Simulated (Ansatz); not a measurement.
Consider CdTe in the zinc blende structure (space group F-43m, No. 216; a = 6.558 Å).

It is then changed as follows: an isotropic linear strain of −1.00 %, atoms relaxed at fixed cell.

Level of theory: DFT with r2SCAN, PAW potentials and a 500 eV plane-wave cutoff in Ansatz (a program for electronic structure), without spin-orbit coupling.

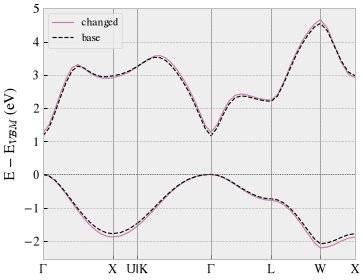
*Highest valence and lowest conduction band along the path, each from its own valence-band maximum*

Question: From the figure, how large is the changed gap, and is it direct?

Answer: About 1.3 eV, direct at Γ.

With Te present, leaving out spin-orbit coupling can change the band edges. Stability against distortions was not tested.
